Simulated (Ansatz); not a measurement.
**CH₉NSi₂ (SMILES NC([SiH3])[SiH3]): density, localisation and related maps**

Input file:

```
crystal:
  periodic: [false, false, false]
  atoms:
    - {symbol: N, position_ang: [0.428071, 1.407129, -0.816894]}
    - {symbol: C, position_ang: [-0.383609, 0.379770, -0.142421]}
    - {symbol: Si, position_ang: [0.157964, 0.056945, 1.637381]}
    - {symbol: Si, position_ang: [-0.402938, -1.167991, -1.214652]}
    - {symbol: H, position_ang: [1.388315, 1.098697, -0.915049]}
    - {symbol: H, position_ang: [0.449372, 2.268037, -0.281987]}
    - {symbol: H, position_ang: [-1.426423, 0.722766, -0.121365]}
    - {symbol: H, position_ang: [-0.753356, -0.868852, 2.365188]}
    - {symbol: H, position_ang: [0.208796, 1.357766, 2.363813]}
    - {symbol: H, position_ang: [1.531046, -0.520438, 1.632427]}
    - {symbol: H, position_ang: [-1.065802, -0.907779, -2.518292]}
    - {symbol: H, position_ang: [1.002209, -1.593110, -1.465805]}
    - {symbol: H, position_ang: [-1.113348, -2.267642, -0.507444]}
basis:
  gaussian: {orbitals: def2-TZVPP}
hamiltonian: {xc: pbe0, dispersion: d4}
output: {orbitals: {seedname: orbitals}}
```

Launched as:

```sh
ansatz run in.yaml --threads 4 --pin off --events-out ev --progress --plain --max-ram 10444MiB
```

Geometry: PBE0-D4/def2-TZVP.

Theory: RKS PBE0-D4/def2-TZVPP in Ansatz 0.2.0.

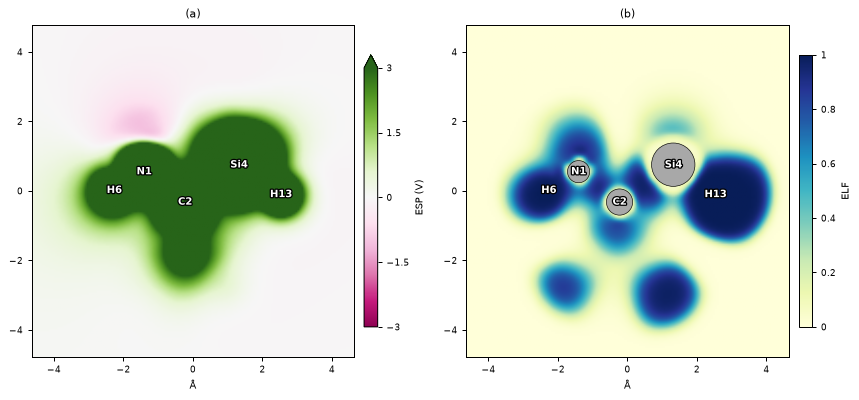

Figure 1. (a) molecular electrostatic potential; (b) ELF on the plane of atoms C2, Si4 and H13. Grey discs cover the atomic cores in the ELF map.

> Describe what can be read from this map.

The plane passes through N, C, Si and H nuclei.
C–N (1.47 Å): the ELF peaks at about 0.90 between the atoms, as expected for a covalent bond.
C–Si (1.88 Å): the ELF peaks at about 0.95 between the atoms; a shared electron pair.
N–H (1.01 Å): the ELF climbs to about 1 towards the hydrogen, as it does in any bond to H: a covalent bond by its length.
Si–H (1.49 Å): the ELF climbs to about 1 towards the hydrogen.
Outside the dense part of the molecule the potential is most negative (−1.0 V) near N1.

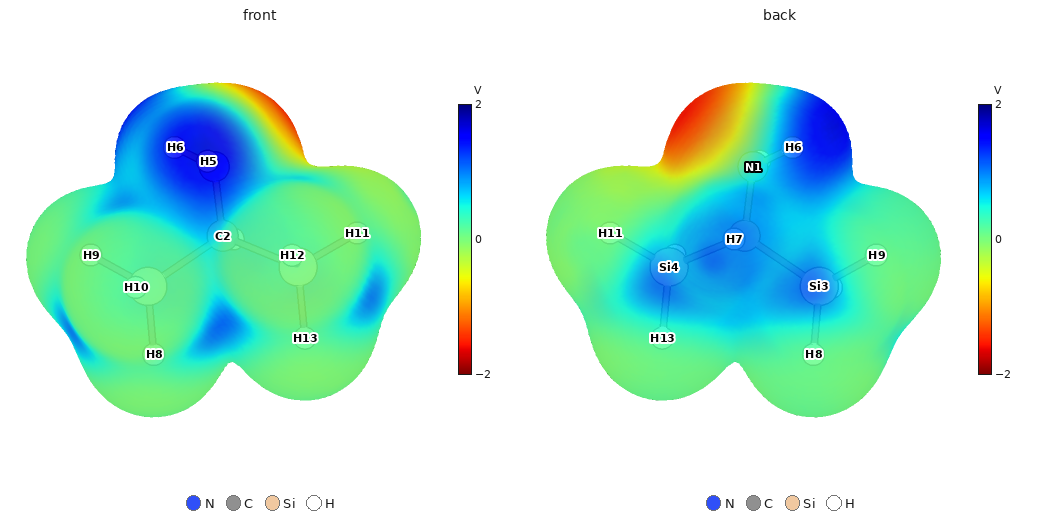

Figure 2. The molecular electrostatic potential painted on the density surface at 0.002 e/bohr³, seen from the front and from behind; red is negative and blue positive.

> Where is the surface potential most negative and most positive?

The most negative region (about −1.5 V, or −35 kcal/mol for a unit charge) lies over N1, the most positive (about +1.6 V, or +37 kcal/mol for a unit charge) over H5 and H6. N1 is the likeliest acceptor of a hydrogen bond.

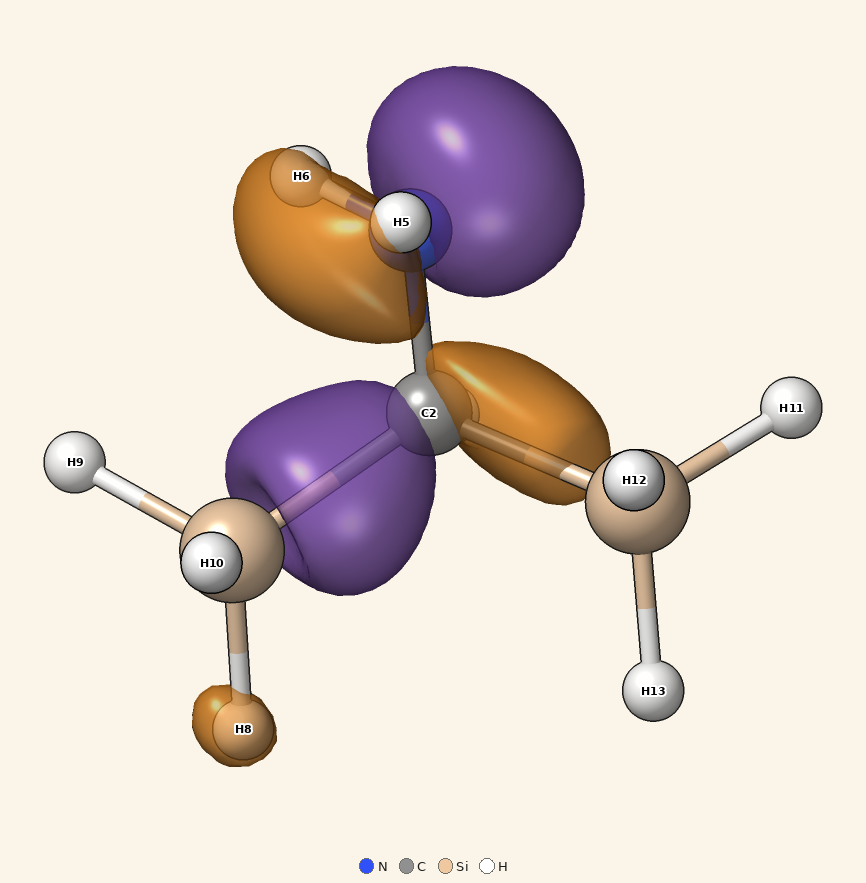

Figure 3. The HOMO at ±0.15 Å⁻³ᐟ² (orange and purple are the two phases), seen across its widest extent.

> Where does this orbital lie, and at what energy?

By Hirshfeld shares it lies mainly on N1 (about 50 %), C2 (about 15 %) and Si3 (about 10 %). Its energy is −6.78 eV.
